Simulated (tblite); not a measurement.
## Run report: C$_{2}$H$_{11}$O$_{2}$Si$_{3}$, geometry relaxation (part 2 of 3)

The same run, continued: C$_{2}$H$_{11}$O$_{2}$Si$_{3}$, multiplicity 2; GFN2-xTB geometry optimisation, gas phase (tblite 0.8.0). It belongs to a series of runs on one base structure; here: H removed from sp3 C.

Geometry of the input (Å):
```
C  3.4849  -0.6717  -0.3399
C  2.1994  0.0412  -0.6461
O  1.1573  -0.8014  -0.1887
Si -0.4195  -0.2889  -0.4633
Si -1.9234  -1.9274  0.2807
O  -0.6766  1.1547  0.3012
Si -1.8915  2.2526  0.5297
H  4.4014  -0.3439  -0.8086
H  3.5287  -1.3938  0.4685
H  2.1322  0.2115  -1.7123
H  2.1911  0.9935  -0.1060
H  -0.5956  -0.0911  -1.9129
H  -3.3215  -1.4738  0.0125
H  -1.7034  -3.2159  -0.4433
H  -1.7964  -2.1491  1.7410
H  -1.3885  3.4024  1.3290
H  -2.9989  1.5954  1.2699
H  -2.3885  2.7119  -0.7832
```

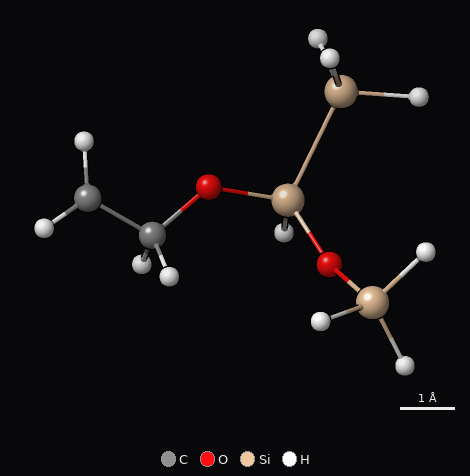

Fig. 1: The geometry at step 107 of the log (ball-and-stick view, seen at a tilt).

Trajectory as extended XYZ, continued
```
18
Properties=species:S:1:pos:R:3:forces:R:3 step=53 energy=-633.38162
C     3.3342   -0.7386   -0.1917    0.0020   0.0090   0.0080
C     2.1669    0.0607   -0.5782    0.0020   0.0120  -0.0020
O     0.9736   -0.6237   -0.3145    0.0100   0.0050  -0.0050
Si   -0.5517   -0.2760   -0.7274    0.0020  -0.0110  -0.0070
Si   -1.7070   -1.9556    0.2999   -0.0130  -0.0260   0.0160
O    -0.9744    1.1869   -0.1411    0.0030   0.0020  -0.0080
Si   -1.9233    2.3250    0.5022   -0.0040   0.0100  -0.0120
H     4.3080   -0.4723   -0.5488   -0.0010   0.0060   0.0050
H     3.2099   -1.5759    0.4634   -0.0020  -0.0020  -0.0090
H     2.2186    0.3353   -1.6451   -0.0120  -0.0130   0.0020
H     2.1431    1.0231   -0.0274   -0.0150  -0.0080  -0.0020
H    -0.6483   -0.0443   -2.1762    0.0080  -0.0040   0.0000
H    -3.1554   -1.7220    0.2053    0.0070   0.0070   0.0010
H    -1.4804   -3.2636   -0.3270    0.0030   0.0090   0.0070
H    -1.4333   -2.1378    1.7335   -0.0060  -0.0040  -0.0190
H    -1.0211    3.1577    1.2943    0.0030   0.0100   0.0150
H    -2.9439    1.6658    1.3167    0.0070   0.0000   0.0050
H    -2.5242    3.0616   -0.6097    0.0060  -0.0010   0.0050
18
Properties=species:S:1:pos:R:3:forces:R:3 step=62 energy=-633.38247
C     3.3316   -0.7274   -0.1843    0.0020  -0.0020   0.0030
C     2.1589    0.0610   -0.5772    0.0030  -0.0030  -0.0020
O     0.9709   -0.6307   -0.3110    0.0040   0.0070   0.0090
Si   -0.5534   -0.2797   -0.7254    0.0030   0.0040  -0.0050
Si   -1.7089   -1.9574    0.3042   -0.0080  -0.0130   0.0060
O    -0.9681    1.1934   -0.1572    0.0000   0.0040   0.0100
Si   -1.9124    2.3286    0.5000    0.0000  -0.0020  -0.0110
H     4.3057   -0.4539   -0.5354   -0.0060   0.0140   0.0060
H     3.2077   -1.5796    0.4514   -0.0010   0.0030  -0.0040
H     2.2072    0.3256   -1.6470    0.0040   0.0050   0.0050
H     2.1260    1.0269   -0.0336   -0.0040  -0.0060  -0.0130
H    -0.6454   -0.0574   -2.1759    0.0020  -0.0060  -0.0060
H    -3.1560   -1.7202    0.2053    0.0010  -0.0010   0.0020
H    -1.4741   -3.2590   -0.3314   -0.0090  -0.0060   0.0040
H    -1.4411   -2.1535    1.7367   -0.0010   0.0070  -0.0140
H    -1.0154    3.1605    1.3008    0.0060  -0.0070  -0.0070
H    -2.9252    1.6595    1.3162   -0.0030   0.0060   0.0010
H    -2.5166    3.0695   -0.6077    0.0090  -0.0050   0.0170
18
Properties=species:S:1:pos:R:3:forces:R:3 step=71 energy=-633.38359
C     3.3163   -0.7122   -0.1663    0.0150   0.0140   0.0140
C     2.1431    0.0673   -0.5736    0.0050  -0.0100  -0.0090
O     0.9586   -0.6274   -0.3082    0.0060  -0.0100  -0.0040
Si   -0.5627   -0.2876   -0.7421    0.0050  -0.0100  -0.0100
Si   -1.7067   -1.9663    0.2989   -0.0080  -0.0160   0.0160
O    -0.9801    1.1926   -0.1955   -0.0220  -0.0150  -0.0030
Si   -1.8932    2.3295    0.5009   -0.0060   0.0180  -0.0050
H     4.2928   -0.4067   -0.4815    0.0170   0.0030   0.0150
H     3.1888   -1.5942    0.4263    0.0030   0.0080  -0.0010
H     2.2027    0.3146   -1.6479   -0.0260   0.0200   0.0020
H     2.0998    1.0422   -0.0474    0.0190  -0.0200  -0.0140
H    -0.6386   -0.0864   -2.1968   -0.0100   0.0080   0.0050
H    -3.1546   -1.7339    0.2185   -0.0200   0.0040  -0.0100
H    -1.4768   -3.2754   -0.3238   -0.0050   0.0090  -0.0120
H    -1.4251   -2.1564    1.7284    0.0070   0.0110   0.0100
H    -0.9701    3.1378    1.2956    0.0120  -0.0080   0.0090
H    -2.9035    1.6668    1.3261    0.0090   0.0050  -0.0080
H    -2.4993    3.1022   -0.5830   -0.0020  -0.0110   0.0040
18
Properties=species:S:1:pos:R:3:forces:R:3 step=80 energy=-633.38725
C     3.2989   -0.6578   -0.1293    0.0230  -0.0030  -0.0120
C     2.1101    0.0768   -0.5755    0.0210   0.0040  -0.0100
O     0.9384   -0.6308   -0.2938    0.0110  -0.0100  -0.0310
Si   -0.5798   -0.3236   -0.7682    0.0010  -0.0030  -0.0010
Si   -1.7258   -1.9870    0.2951    0.0020  -0.0030   0.0130
O    -1.0241    1.1657   -0.2725   -0.0130   0.0050  -0.0100
Si   -1.8354    2.3272    0.5034   -0.0060   0.0010  -0.0170
H     4.2747   -0.2591   -0.3275   -0.0500  -0.0300   0.0300
H     3.1825   -1.6049    0.3572    0.0290   0.0420  -0.0100
H     2.1644    0.2830   -1.6614    0.0050   0.0080   0.0110
H     2.0532    1.0725   -0.0944   -0.0060  -0.0140  -0.0030
H    -0.6333   -0.1474   -2.2272    0.0010  -0.0040   0.0140
H    -3.1747   -1.7558    0.2311   -0.0130   0.0190   0.0020
H    -1.5172   -3.3014   -0.3232    0.0120  -0.0010  -0.0080
H    -1.4131   -2.1578    1.7206   -0.0110  -0.0070   0.0080
H    -0.8469    3.0704    1.2861   -0.0030  -0.0220  -0.0020
H    -2.8402    1.6804    1.3468   -0.0020   0.0220   0.0110
H    -2.4404    3.1559   -0.5389    0.0000  -0.0040   0.0140
18
Properties=species:S:1:pos:R:3:forces:R:3 step=89 energy=-633.39165
C     3.2737   -0.5895   -0.0928    0.0110   0.0210   0.0110
C     2.0737    0.0924   -0.5875   -0.0090   0.0110  -0.0020
O     0.9139   -0.6361   -0.3026    0.0000   0.0060  -0.0160
Si   -0.6050   -0.3661   -0.8021   -0.0080  -0.0070  -0.0120
Si   -1.7471   -2.0103    0.2973   -0.0130   0.0000  -0.0010
O    -1.1042    1.1329   -0.3904   -0.0110  -0.0100   0.0220
Si   -1.7614    2.3119    0.4979    0.0210   0.0040   0.0110
H     4.2143   -0.0765   -0.0920   -0.0130  -0.0200  -0.0020
H     3.2020   -1.5950    0.2646    0.0100  -0.0130   0.0120
H     2.1379    0.2524   -1.6823   -0.0010   0.0140   0.0070
H     1.9858    1.1024   -0.1494   -0.0040   0.0070  -0.0050
H    -0.6314   -0.2305   -2.2647   -0.0130  -0.0140  -0.0130
H    -3.1966   -1.7679    0.2580    0.0160   0.0120  -0.0060
H    -1.5560   -3.3282   -0.3220    0.0060   0.0150   0.0050
H    -1.4167   -2.1761    1.7194    0.0000  -0.0070   0.0060
H    -0.6770    2.9388    1.2563    0.0020  -0.0050  -0.0060
H    -2.7580    1.7210    1.3905    0.0000  -0.0090  -0.0060
H    -2.3566    3.2307   -0.4696    0.0060  -0.0050  -0.0040
18
Properties=species:S:1:pos:R:3:forces:R:3 step=98 energy=-633.39304
C     3.2613   -0.5659   -0.0726    0.0140   0.0030   0.0040
C     2.0628    0.1028   -0.5905    0.0030   0.0070   0.0000
O     0.9047   -0.6338   -0.3189    0.0040  -0.0030  -0.0020
Si   -0.6162   -0.3813   -0.8206    0.0040  -0.0030   0.0170
Si   -1.7524   -2.0135    0.2998    0.0060  -0.0080   0.0070
O    -1.1330    1.1127   -0.4129    0.0030   0.0180  -0.0040
Si   -1.7351    2.3033    0.4990    0.0240  -0.0070   0.0110
H     4.1899   -0.0330   -0.0271   -0.0200  -0.0180  -0.0030
H     3.2080   -1.5874    0.2442   -0.0090   0.0260   0.0000
H     2.1395    0.2545   -1.6859    0.0090   0.0070   0.0020
H     1.9629    1.1156   -0.1624   -0.0130  -0.0030   0.0020
H    -0.6476   -0.2673   -2.2852   -0.0150   0.0130   0.0010
H    -3.1990   -1.7592    0.2632    0.0000  -0.0040  -0.0010
H    -1.5602   -3.3297   -0.3197   -0.0120  -0.0120  -0.0030
H    -1.4189   -2.1863    1.7210   -0.0010   0.0090  -0.0040
H    -0.6218    2.8976    1.2439   -0.0100  -0.0180  -0.0120
H    -2.7328    1.7294    1.4016    0.0060  -0.0030  -0.0010
H    -2.3210    3.2477   -0.4487    0.0060  -0.0030  -0.0130
18
Properties=species:S:1:pos:R:3:forces:R:3 step=107 energy=-633.39473
C     3.2399   -0.5348   -0.0447   -0.0330  -0.0250  -0.0010
C     2.0485    0.1238   -0.5921   -0.0050  -0.0030  -0.0050
O     0.8951   -0.6320   -0.3506   -0.0030   0.0030  -0.0040
Si   -0.6317   -0.3968   -0.8411    0.0000  -0.0110  -0.0030
Si   -1.7529   -2.0253    0.2995   -0.0030   0.0020   0.0080
O    -1.1545    1.1010   -0.4554    0.0140  -0.0110  -0.0050
Si   -1.6934    2.2901    0.4950    0.0000   0.0020   0.0190
H     4.1581    0.0075    0.0459    0.0140   0.0090  -0.0010
H     3.1890   -1.5663    0.2391    0.0070   0.0300   0.0060
H     2.1520    0.2755   -1.6853   -0.0050   0.0090   0.0010
H     1.9240    1.1345   -0.1660   -0.0110  -0.0180  -0.0020
H    -0.7011   -0.3006   -2.3047    0.0190   0.0110  -0.0160
H    -3.1993   -1.7712    0.2754   -0.0110   0.0020   0.0020
H    -1.5759   -3.3456   -0.3163    0.0040  -0.0060   0.0070
H    -1.4071   -2.1830    1.7192    0.0030  -0.0060  -0.0020
H    -0.5460    2.8318    1.2258    0.0060   0.0040   0.0050
H    -2.6868    1.7316    1.4116    0.0020  -0.0020   0.0000
H    -2.2666    3.2662   -0.4269    0.0020   0.0080  -0.0100
18
Properties=species:S:1:pos:R:3:forces:R:3 step=116 energy=-633.39720
C     3.2076   -0.4672   -0.0184    0.0030   0.0070   0.0080
C     2.0088    0.1430   -0.6035   -0.0110  -0.0070   0.0040
O     0.8826   -0.6642   -0.3954    0.0150  -0.0180  -0.0060
Si   -0.6499   -0.4362   -0.8727    0.0140   0.0180   0.0050
Si   -1.7797   -2.0414    0.2975    0.0060   0.0030   0.0010
O    -1.1399    1.0739   -0.4886   -0.0250   0.0110   0.0030
Si   -1.6078    2.2681    0.4942   -0.0020  -0.0320  -0.0070
H     4.0904    0.1178    0.1440   -0.0280  -0.0050  -0.0190
H     3.1883   -1.5031    0.2522    0.0120   0.0170   0.0070
H     2.1361    0.3027   -1.6932   -0.0020  -0.0160   0.0050
H     1.8259    1.1468   -0.1828   -0.0040  -0.0180   0.0120
H    -0.7236   -0.3403   -2.3366   -0.0070  -0.0010  -0.0080
H    -3.2258   -1.7786    0.2876    0.0130   0.0140   0.0060
H    -1.6243   -3.3732   -0.2965    0.0120  -0.0150  -0.0270
H    -1.4129   -2.1966    1.7122   -0.0050   0.0180   0.0060
H    -0.4264    2.7500    1.2142   -0.0060   0.0050  -0.0020
H    -2.6024    1.7245    1.4196    0.0060   0.0220  -0.0040
H    -2.1559    3.2803   -0.4054    0.0090  -0.0050   0.0150
18
Properties=species:S:1:pos:R:3:forces:R:3 step=124 energy=-633.39893
C     3.1742   -0.4001    0.0142   -0.0410  -0.0130   0.0030
C     1.9711    0.1562   -0.6131   -0.0040  -0.0060   0.0050
O     0.8744   -0.7007   -0.4524    0.0000  -0.0140   0.0000
Si   -0.6660   -0.4746   -0.9070    0.0020   0.0040   0.0100
Si   -1.7953   -2.0574    0.2939   -0.0030   0.0030   0.0090
O    -1.1473    1.0391   -0.5222    0.0040  -0.0230  -0.0170
Si   -1.5244    2.2363    0.4927   -0.0300   0.0130   0.0190
H     4.0088    0.2327    0.2316    0.0350   0.0220  -0.0070
H     3.1990   -1.4374    0.2768    0.0070   0.0010   0.0060
H     2.1316    0.3293   -1.6960   -0.0040  -0.0180   0.0000
H     1.7273    1.1463   -0.1929   -0.0050   0.0050   0.0040
H    -0.7652   -0.3820   -2.3694   -0.0030   0.0010  -0.0060
H    -3.2360   -1.7682    0.3023   -0.0020   0.0020  -0.0110
H    -1.6628   -3.3954   -0.2935    0.0070   0.0000  -0.0060
H    -1.4271   -2.1972    1.7109    0.0160   0.0060  -0.0140
H    -0.3080    2.6539    1.1928    0.0170   0.0000   0.0110
H    -2.5242    1.7346    1.4344    0.0040   0.0040   0.0060
H    -2.0389    3.2909   -0.3747   -0.0010   0.0120  -0.0120
18
Properties=species:S:1:pos:R:3:forces:R:3 step=133 energy=-633.40012
C     3.1664   -0.4023    0.0251    0.0050   0.0020  -0.0010
C     1.9622    0.1460   -0.6065    0.0050  -0.0020   0.0020
O     0.8691   -0.7154   -0.4558   -0.0040   0.0130  -0.0150
Si   -0.6685   -0.4715   -0.9133   -0.0050   0.0070   0.0050
Si   -1.7890   -2.0574    0.2870   -0.0110   0.0060   0.0100
O    -1.1408    1.0417   -0.5156    0.0010  -0.0070  -0.0020
Si   -1.5271    2.2408    0.4955    0.0040  -0.0110  -0.0100
H     4.0173    0.2268    0.1885    0.0060   0.0030  -0.0060
H     3.1946   -1.4333    0.3110   -0.0090   0.0070   0.0060
H     2.1287    0.3255   -1.6879   -0.0010  -0.0100   0.0100
H     1.7092    1.1334   -0.1830    0.0030   0.0030  -0.0060
H    -0.7682   -0.3657   -2.3749    0.0060   0.0000   0.0010
H    -3.2305   -1.7741    0.2989   -0.0040  -0.0020   0.0010
H    -1.6519   -3.3963   -0.2950    0.0060  -0.0130  -0.0090
H    -1.4016   -2.1822    1.6996   -0.0030  -0.0080   0.0020
H    -0.3118    2.6593    1.1983    0.0060   0.0030   0.0070
H    -2.5280    1.7389    1.4353   -0.0040   0.0030   0.0060
H    -2.0388    3.2919   -0.3787   -0.0010   0.0070  -0.0010
18
Properties=species:S:1:pos:R:3:forces:R:3 step=142 energy=-633.40076
C     3.1622   -0.3985    0.0341   -0.0070  -0.0040  -0.0020
C     1.9603    0.1448   -0.6076    0.0070   0.0020   0.0030
O     0.8648   -0.7145   -0.4653    0.0160   0.0180  -0.0020
Si   -0.6756   -0.4710   -0.9165    0.0220   0.0030   0.0260
Si   -1.7919   -2.0616    0.2854    0.0220   0.0260   0.0060
O    -1.1472    1.0416   -0.5156    0.0050  -0.0190   0.0010
Si   -1.5229    2.2409    0.4979    0.0100   0.0030   0.0110
H     4.0263    0.2238    0.1514   -0.0070  -0.0210   0.0020
H     3.1791   -1.4193    0.3556    0.0020   0.0160   0.0090
H     2.1414    0.3234   -1.6864   -0.0250  -0.0060  -0.0010
H     1.7059    1.1339   -0.1873   -0.0130   0.0010  -0.0140
H    -0.7739   -0.3579   -2.3771   -0.0040  -0.0080  -0.0130
H    -3.2349   -1.7886    0.3010   -0.0090   0.0010  -0.0020
H    -1.6427   -3.3961   -0.3024    0.0000  -0.0270  -0.0110
H    -1.4006   -2.1900    1.6975   -0.0070  -0.0020  -0.0110
H    -0.3052    2.6536    1.2014   -0.0010  -0.0060   0.0010
H    -2.5271    1.7475    1.4387   -0.0010  -0.0010   0.0050
H    -2.0267    3.2943   -0.3764   -0.0100   0.0250  -0.0090
18
Properties=species:S:1:pos:R:3:forces:R:3 step=151 energy=-633.40253
C     3.1547   -0.3697    0.0473    0.0100   0.0120  -0.0020
C     1.9552    0.1476   -0.6197   -0.0110   0.0030  -0.0060
O     0.8693   -0.7226   -0.4763   -0.0010   0.0080   0.0030
Si   -0.6759   -0.4801   -0.9122    0.0000  -0.0090   0.0210
Si   -1.8002   -2.0761    0.2739    0.0090   0.0000   0.0220
O    -1.1478    1.0279   -0.4965    0.0100  -0.0030  -0.0120
Si   -1.5009    2.2422    0.5079    0.0010  -0.0060   0.0030
H     4.0442    0.2281    0.0816   -0.0430  -0.0250  -0.0010
H     3.1457   -1.3540    0.4674    0.0030   0.0140   0.0080
H     2.1484    0.3140   -1.6976   -0.0110  -0.0130  -0.0050
H     1.6748    1.1402   -0.2217    0.0200   0.0080   0.0050
H    -0.7847   -0.3658   -2.3721   -0.0020   0.0070  -0.0130
H    -3.2447   -1.8078    0.2935    0.0020   0.0080  -0.0250
H    -1.6478   -3.4067   -0.3249   -0.0030  -0.0070   0.0020
H    -1.4258   -2.2149    1.6893    0.0150  -0.0070  -0.0080
H    -0.2754    2.6303    1.2116   -0.0010   0.0020   0.0030
H    -2.5161    1.7688    1.4475    0.0010   0.0080   0.0010
H    -1.9818    3.3049   -0.3707    0.0020   0.0000   0.0050
18
Properties=species:S:1:pos:R:3:forces:R:3 step=160 energy=-633.40431
C     3.1499   -0.3521    0.0471   -0.0430   0.0090  -0.0060
C     1.9505    0.1444   -0.6363   -0.0050  -0.0030   0.0020
O     0.8665   -0.7235   -0.4694    0.0110   0.0120  -0.0020
Si   -0.6793   -0.4849   -0.9030    0.0050   0.0080   0.0150
Si   -1.7991   -2.0955    0.2643   -0.0080  -0.0080   0.0060
O    -1.1478    1.0215   -0.4783   -0.0200   0.0190   0.0150
Si   -1.4858    2.2456    0.5210    0.0140  -0.0140  -0.0060
H     4.0601    0.2078   -0.0098    0.0250   0.0090  -0.0010
H     3.1048   -1.2588    0.6132   -0.0020  -0.0030  -0.0010
H     2.1438    0.2858   -1.7165    0.0030  -0.0140   0.0090
H     1.6679    1.1479   -0.2614    0.0040  -0.0150  -0.0050
H    -0.7974   -0.3645   -2.3622    0.0070   0.0080  -0.0080
H    -3.2416   -1.8179    0.2580   -0.0080  -0.0030   0.0020
H    -1.6471   -3.4208   -0.3466    0.0040  -0.0010   0.0000
H    -1.4405   -2.2564    1.6810    0.0090   0.0060  -0.0070
H    -0.2569    2.6123    1.2315   -0.0100   0.0010  -0.0040
H    -2.5154    1.8011    1.4602    0.0100  -0.0030  -0.0180
H    -1.9413    3.3146   -0.3644    0.0060  -0.0070   0.0100
```
